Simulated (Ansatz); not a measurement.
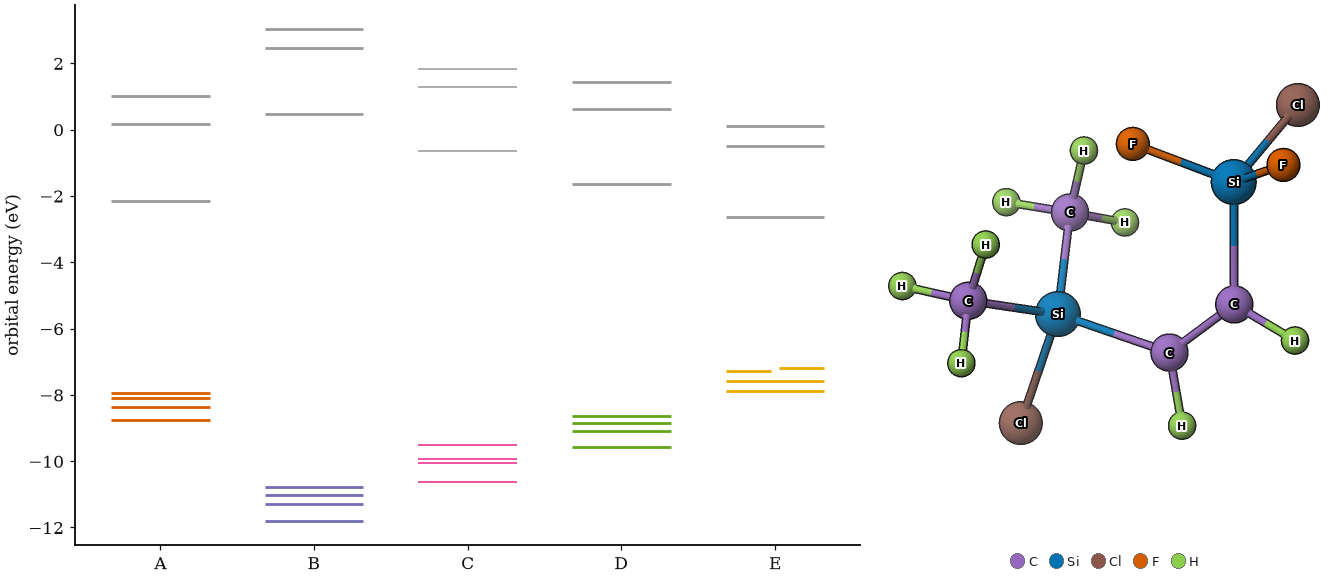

Frontier orbital energies of C₄H₈Cl₂F₂Si₂, SMILES C[Si](C)(Cl)/C=C\[Si](F)(F)Cl at one geometry, def2-TZVPP, the Ansatz code, at a PBE0-D4/def2-TZVP geometry (no frequency check). Empty levels are grey, levels within 0.1 eV stand side by side; all columns show the same few orbitals around the gap.

The columns come from BHLYP, PBE, r2SCAN0, r2SCANh and ωB97X-V. Which is which?

A: r2SCANh (HOMO −7.94, LUMO −2.16, separation 5.79 eV)
B: ωB97X-V (HOMO −10.78, LUMO 0.47, separation 11.25 eV)
C: BHLYP (HOMO −9.51, LUMO −0.64, separation 8.87 eV)
D: r2SCAN0 (HOMO −8.63, LUMO −1.65, separation 6.98 eV)
E: PBE (HOMO −7.18, LUMO −2.63, separation 4.56 eV)

Limits of at least one run: empty levels above zero depend strongly on the basis; one conformer of a flexible molecule.
